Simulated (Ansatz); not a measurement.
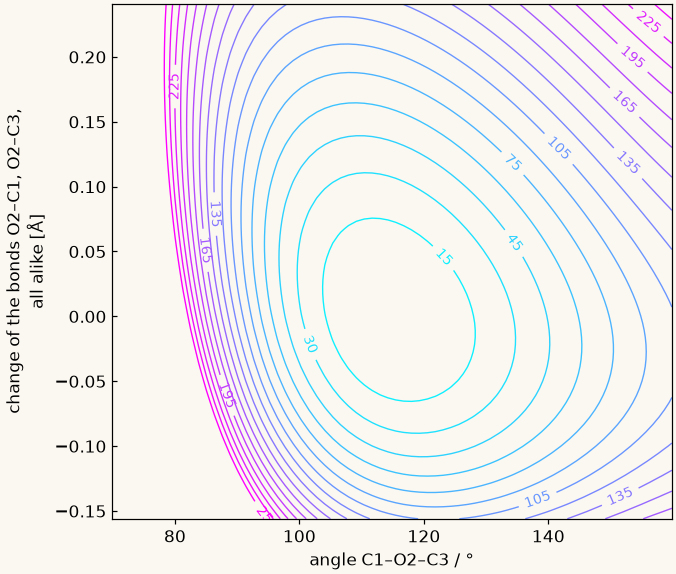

Energy landscape of C4H10O, SMILES COC(C)C. First axis: angle C1–O2–C3. Second axis: change of the bonds O2–C1, O2–C3, all alike. Nothing is relaxed (all other coordinates rigid). The scan uses an 11 × 11 grid. Points are written as (first, second). Energies are in kJ/mol, from the lowest grid point. Method: RKS PBE-D4/def2-SVP (Ansatz).

Drawn: contour lines labelled in kJ/mol (none above 255). Between grid points the surface is interpolated. 

Question: Describe this landscape.

Answer: The lowest grid point is at (114.9°, 0.003 Å). No other kind of well shows on this grid. The highest grid point, (69.9°, −0.156 Å), lies 1283 kJ/mol above the lowest. Round the minimum the valley is somewhat tilted: raising angle C1–O2–C3 shifts the best value of the second coordinate downwards (coupling k₁₂/√(k₁₁k₂₂) about 0.2).

Grid values (kJ/mol):

```csv
"second ↓, first →",69.9,78.9,87.9,96.9,105.9,114.9,123.9,132.9,141.9,150.9,159.9
0.241,457,251,160,123,112,118,134,158,187,218,250
0.201,475,245,141,98,84,88,104,127,156,187,218
0.161,503,246,127,76,59,61,75,98,127,157,187
0.122,540,253,119,59,38,38,51,73,101,131,160
0.082,589,270,117,48,21,18,30,52,79,108,135
0.042,653,299,125,44,11,5,15,35,61,90,116
0.003,731,340,143,50,10,0,8,26,52,79,104
−0.037,830,398,176,67,19,5,10,27,51,77,101
−0.076,950,474,224,99,42,22,24,39,61,86,109
−0.116,1100,575,294,150,82,56,54,66,87,111,133
−0.156,1283,706,391,226,144,111,104,114,132,154,175
```

Each point was launched as `ansatz run input.yaml --threads 1 --pin off --max-ram 2560MiB --backend cpu --events-out ev --progress --plain --runs-dir out`. The whole map (121 points run) took 12 min on 1 thread of Arm Neoverse V1, on a shared host.
